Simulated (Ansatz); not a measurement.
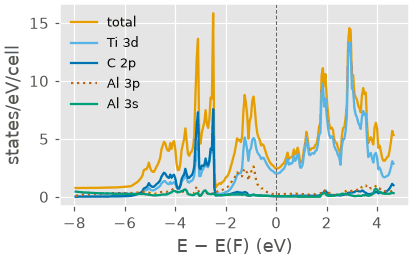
Fig. 1. Total and projected density of states of Ti$_{2}$AlC in space group P6_3/mmc (No. 194; Ti on 4f, Al on 2d, C on 2a), the program Ansatz at the r²SCAN level (PAW)

**Question.** Which orbitals carry the states next to the Fermi level?

**Answer.** Within 0.5 eV of the Fermi level: Ti 3d 81 %, Al 3p 10 %. Projections are on Löwdin-orthogonalised atomic valence shells; empty p or d shells of many metals are not among them.

**Question.** Where is the tallest occupied peak in this window, and what makes it?

**Answer.** Near -2.5 eV, about 16 states/eV per cell; the largest projected share is C 2p.

The workflow started from a Materials Project entry (that database holds measured and hypothetical structures alike); the Crystallography Open Database copy checked does not list it. Whether it is the stable phase at ambient conditions was not checked. Symmetry was held in the r²SCAN relaxation; of distortions, only those at the zone centre were tested. No spin polarisation was allowed.

Potentials: the earlier of the program's two PAW sets.
